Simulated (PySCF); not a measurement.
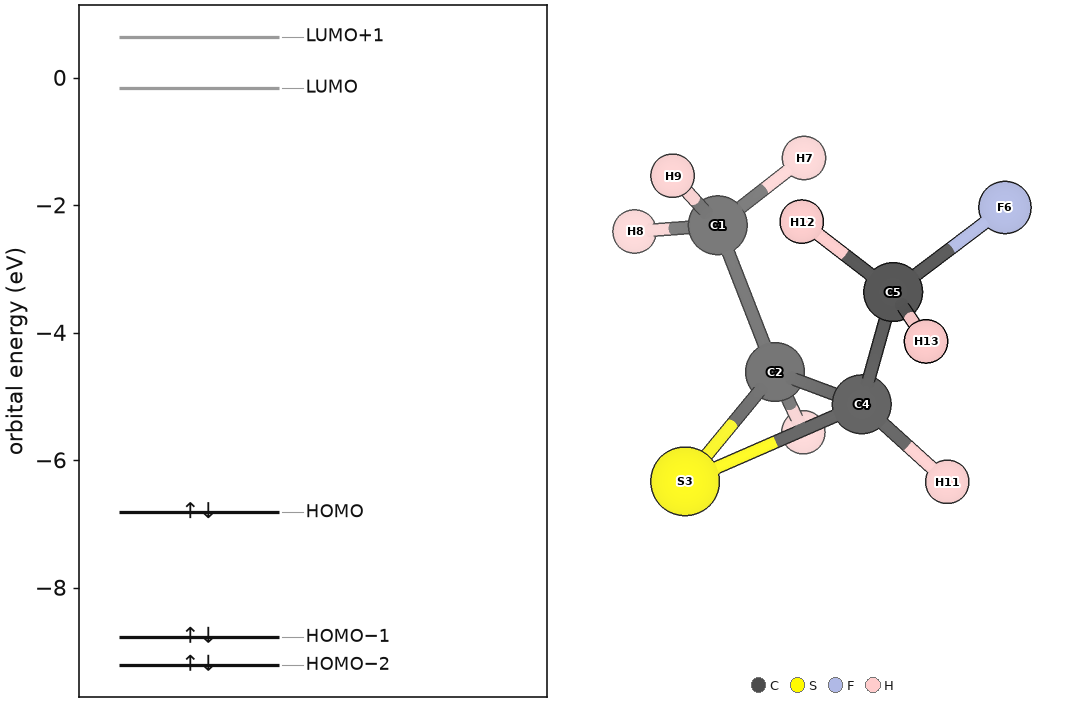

C₄H₇FS, SMILES C[C@@H]1S[C@@H]1CF. Kohn-Sham orbital energies near the frontier, PBE0/def2-SVPD in PySCF 2.14.0, at a GFN2-xTB geometry (no frequency check), isolated molecule; empty levels in grey, levels within 0.03 eV side by side.

Q: Where do the frontier orbitals lie?

A: HOMO at −6.82 eV, LUMO at −0.16 eV, 6.66 eV apart.

Q: On which atoms do HOMO and LUMO mostly sit?

A: HOMO: S3 74 %, C4 8 %, C2 8 %. LUMO: S3 53 %, C4 16 %, C2 14 % (Löwdin shares).

Known limits of this run: the tight-binding geometry is rougher than a DFT one and adds to the error; one conformer of a flexible molecule; empty levels above zero depend strongly on the basis.
